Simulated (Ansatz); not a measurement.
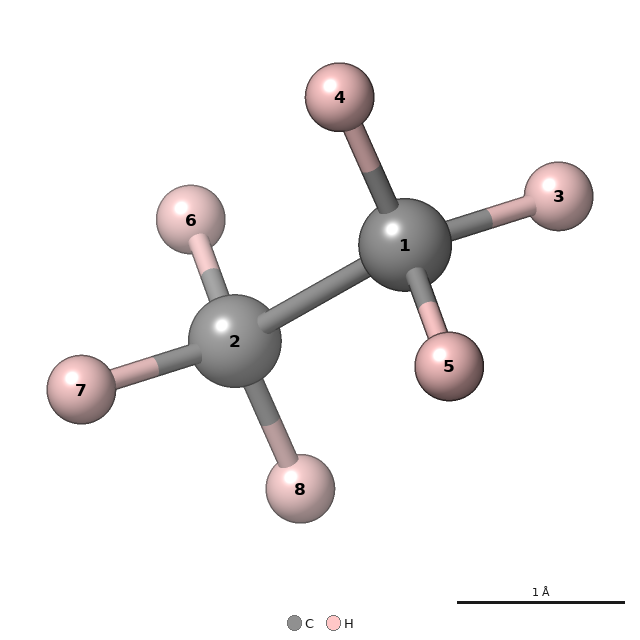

Source: calculation with Ansatz.

Orthographic view. Distant atoms are faded towards the background colour. Geometry: a fixed input geometry, not necessarily a minimum.

Write a MOL file (V2000) with the atoms in numerical order, bonds sorted by atom number with the orders drawn, and coordinates in the frame of the picture: x right, y up, z towards the viewer, origin at the mean position.

```
C2H6
                    3D

  8  7  0  0  0  0  0  0  0  0999 V2000
    0.5100    0.2900    0.4900 C   0  0  0  0  0  0  0  0  0  0  0  0
   -0.5100   -0.2900   -0.4900 C   0  0  0  0  0  0  0  0  0  0  0  0
    1.4300    0.5800   -0.0200 H   0  0  0  0  0  0  0  0  0  0  0  0
    0.1200    1.1700    1.0000 H   0  0  0  0  0  0  0  0  0  0  0  0
    0.7800   -0.4400    1.2600 H   0  0  0  0  0  0  0  0  0  0  0  0
   -0.7800    0.4400   -1.2600 H   0  0  0  0  0  0  0  0  0  0  0  0
   -1.4300   -0.5800    0.0200 H   0  0  0  0  0  0  0  0  0  0  0  0
   -0.1200   -1.1700   -1.0000 H   0  0  0  0  0  0  0  0  0  0  0  0
  1  2  1  0
  1  3  1  0
  1  4  1  0
  1  5  1  0
  2  6  1  0
  2  7  1  0
  2  8  1  0
M  END
```
